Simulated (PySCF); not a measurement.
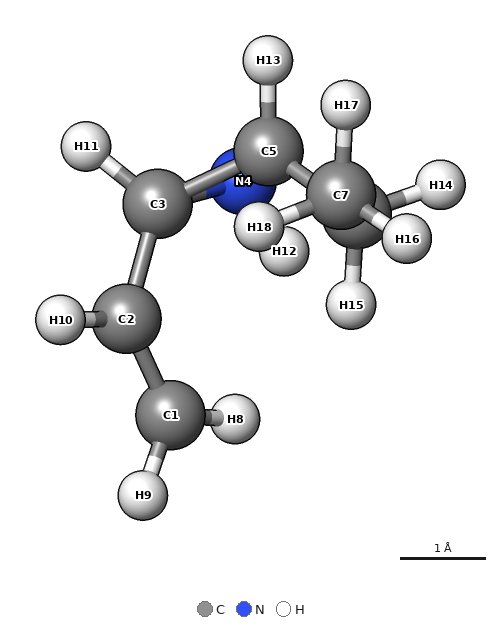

Figure 1. The input geometry (ball-and-stick view, seen at a tilt; atoms are numbered from 1 in the order of the input). Bond lengths as drawn: C–C 1.32 to 1.53 Å, C–H 1.08 to 1.09 Å, C–N 1.44 to 1.45 Å and H–N 1.02 Å.

# Run report: C₆H₁₁N, NMR shielding calculation

- system: C₆H₁₁N, SMILES C=C[C@@H]1N[C@@H]1CC
- method: GIAO PBE0/pcSseg-1 NMR shielding, non-relativistic, gas phase (PySCF 2.14.0)

The geometry comes from this level: GFN2-xTB. Figures and captions count atoms from 1; the log counts them from 0 in places.

The program's output
```
coarse grid: 14400 points
cycle   1  E = -289.4718030631  dE =  8.966e-01  |g| = 4.219e-01  |ddm| = 3.684e+00
cycle   2  E = -289.4734842286  dE = -1.681e-03  |g| = 4.320e-01  |ddm| = 7.861e-01
cycle   3  E = -289.5190387817  dE = -4.555e-02  |g| = 4.914e-02  |ddm| = 3.748e-01
cycle   4  E = -289.5193460304  dE = -3.072e-04  |g| = 3.012e-02  |ddm| = 5.953e-02
cycle   5  E = -289.5195506030  dE = -2.046e-04  |g| = 7.363e-03  |ddm| = 2.993e-02
cycle   6  E = -289.5195623411  dE = -1.174e-05  |g| = 2.182e-03  |ddm| = 7.788e-03
cycle   7  E = -289.5195634421  dE = -1.101e-06  |g| = 5.158e-04  |ddm| = 2.028e-03
final grid: 137336 points
cycle   8  E = -289.5613144097  dE = -5.452e-05  |g| = 8.879e-03  |ddm| = 3.596e-02
cycle   9  E = -289.5613117025  dE =  2.707e-06  |g| = 9.555e-03  |ddm| = 1.598e-02
cycle  10  E = -289.5613348905  dE = -2.319e-05  |g| = 6.210e-04  |ddm| = 8.429e-03
cycle  11  E = -289.5613349579  dE = -6.740e-08  |g| = 3.211e-04  |ddm| = 8.018e-04
cycle  12  E = -289.5613349830  dE = -2.516e-08  |g| = 8.798e-05  |ddm| = 3.090e-04
cycle  13  E = -289.5613349848  dE = -1.762e-09  |g| = 2.786e-05  |ddm| = 9.883e-05
cycle  14  E = -289.5613349850  dE = -1.935e-10  |g| = 5.134e-06  |ddm| = 3.063e-05
```

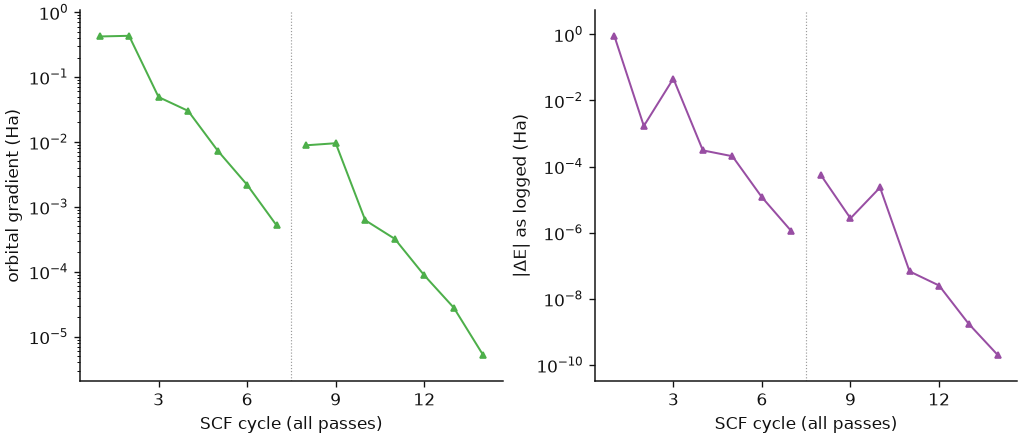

Figure 2. Convergence of the self-consistent field: orbital gradient and size of the energy change against the SCF cycle. The dotted line marks the change from a coarse to the final integration grid. The first 7 cycles use a coarse grid, the final grid takes over at cycle 8, and the field converges after 14 cycles in all.

```
converged SCF energy = -289.5613349850

GIAO shielding tensors (ppm)
atom      isotropic    diamagn.    paramagn.     s11        s22        s33       span
  0 C       69.591     255.718    -186.127    -45.649     78.167    176.255    221.905
  1 C       43.574     256.132    -212.558    -76.040     46.971    159.790    235.830
  2 C      149.265     251.925    -102.660    113.581    138.315    195.899     82.317
  3 N      226.225     323.777     -97.553    155.519    250.326    272.829    117.309
  4 C      144.461     251.674    -107.213    105.479    144.060    183.846     78.367
  5 C      161.713     248.178     -86.465    146.148    159.891    179.100     32.951
  6 C      173.229     247.341     -74.112    162.435    168.385    188.866     26.431
  7 H       26.989      32.896      -5.907     23.010     25.221     32.735      9.725
  8 H       26.289      29.353      -3.065     23.507     25.365     29.994      6.487
  9 H       25.141      31.562      -6.420     23.398     24.888     27.138      3.740
 10 H       29.221      31.030      -1.809     22.118     26.647     38.898     16.781
 11 H       31.598      35.333      -3.734     25.677     27.966     41.152     15.476
 12 H       29.860      32.236      -2.376     23.094     27.988     38.498     15.404
 13 H       29.943      30.882      -0.939     24.697     28.988     36.145     11.449
 14 H       30.891      33.457      -2.566     26.326     31.176     35.171      8.845
 15 H       30.770      28.887       1.883     26.085     27.529     38.697     12.612
 16 H       30.774      29.629       1.145     26.544     28.553     37.225     10.681
 17 H       31.019      31.245      -0.227     25.808     31.038     36.211     10.403
```

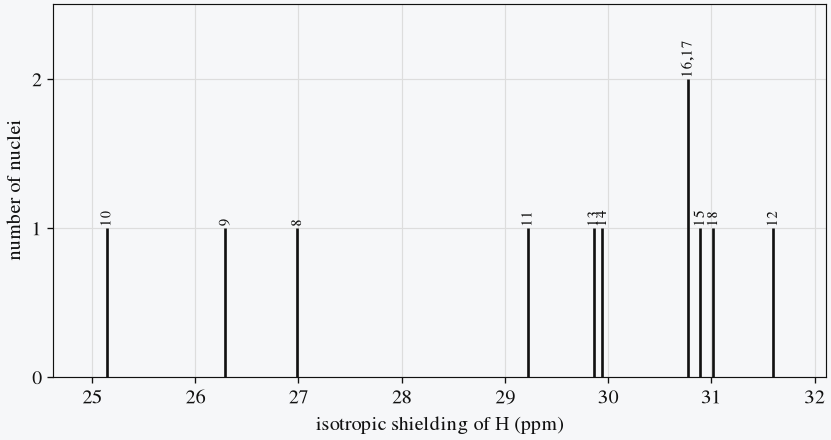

Figure 3. Isotropic shieldings of the hydrogen nuclei in this fixed geometry, labelled by atom number; shielding grows to the right, so chemical shift grows to the left. The least shielded is H10 (25.1 ppm), the most shielded H12 (31.6 ppm).

The run was set up as follows.

The input
```
{"job": {"kind": "nmr", "xc": "PBE0", "basis": "pcSseg-1"}, "charge": 0, "multiplicity": 1}
C      2.237610    -0.193034    -0.828460
C      1.450301     0.850954    -0.624129
C      0.640372     1.119540     0.581065
N      0.607465     0.250883     1.741125
C     -0.573012     0.312539     0.914400
C     -1.010716    -0.854335     0.062232
C     -1.969423    -0.409778    -1.037730
H      2.381894    -0.969695    -0.093625
H      2.790996    -0.311484    -1.743850
H      1.360383     1.614036    -1.387285
H      0.594467     2.173439     0.842402
H      1.137543    -0.606475     1.617678
H     -1.395463     0.848136     1.380858
H     -1.503031    -1.591680     0.702646
H     -0.136498    -1.328657    -0.390079
H     -2.297746    -1.266400    -1.621477
H     -2.845357     0.072513    -0.609362
H     -1.478544     0.295814    -1.704306
```

The first line tells a small driver script what to run in PySCF; the rest is the geometry in Å.

Launched with:
```bash
OMP_NUM_THREADS=1 python <driver script> task.json out
```

Results in brief

| quantity | value |
| --- | --- |
| outcome | converged |
| total energy | −289.561335 hartree |
| HOMO | −6.66 eV |
| LUMO | 0.03 eV |
| dipole moment | 1.67 D |
| isotropic shielding, C | 43.6 to 173.2 ppm |
| isotropic shielding, N | 226.2 ppm |
| isotropic shielding, H | 25.1 to 31.6 ppm |
| hardware | 1 CPU thread, shared host |
| wall time | 33 s |
| peak memory | 0.79 GiB |
